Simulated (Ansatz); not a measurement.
Input

```
crystal:
  periodic: [false, false, false]
  atoms:
    - {symbol: C, position_ang: [-1.701174, -0.327943, 0.215886]}
    - {symbol: B, position_ang: [-2.789130, -1.003495, -0.337437]}
    - {symbol: F, position_ang: [-3.694837, -1.750925, -0.861583]}
    - {symbol: F, position_ang: [-1.034761, 2.301151, 1.314672]}
    - {symbol: Si, position_ang: [-2.106679, 1.275016, 0.646416]}
basis:
  gaussian:
    orbitals: def2-TZVPD
magnetization:
  spin_polarized: true
  initial_magnetization: 1
hamiltonian:
  xc: pbe0
output:
  forces: true
  orbitals: {seedname: orbitals}
```

Command:

```sh
ansatz run input.yaml --threads 1 --pin off --max-ram 2610MiB --events-out events.jsonl --progress --plain --runs-dir runs
```

Geometry: r2SCAN-D4/def2-SVP.

All numbers below come from isolated molecule in a Gaussian basis; Kohn-Sham density functional theory, functional PBE0 (Ansatz 0.2.0).

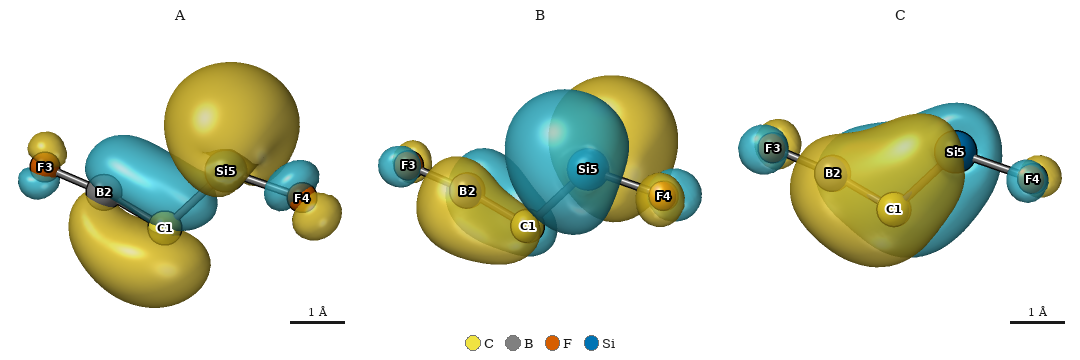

CBF2Si (SMILES FB=C=[Si]F) (doublet). Three frontier orbitals at ±0.1 Å⁻³ᐟ² (yellow and cyan are the two phases), in no order.

**Order the three orbitals by energy and name them. All are α orbitals.**

C is the HOMO−1 (α) (−7.84 eV). Its weight (Hirshfeld) is mainly on C1 (about 50 %), Si5 (about 25 %) and B2 (about 20 %); it changes sign across the molecular plane (π type); π-bonding across C1–B2 and C1–Si5. A is the HOMO (α) (−7.04 eV). It lies mainly on Si5 (about 50 %), C1 (about 30 %), B2 (about 15 %) and F4 (about 5 %); it is symmetric in the molecular plane (an in-plane orbital: σ, lone-pair or in-plane π type). B is the LUMO (α) (−2.06 eV). By Hirshfeld shares it lies mainly on Si5 (about 65 %), B2 (about 15 %) and C1 (about 10 %); it changes sign across the molecular plane (π type); π-bonding across C1–B2.

**What is the gap between the highest occupied and lowest empty α orbitals?**

4.98 eV between the orbital energies.
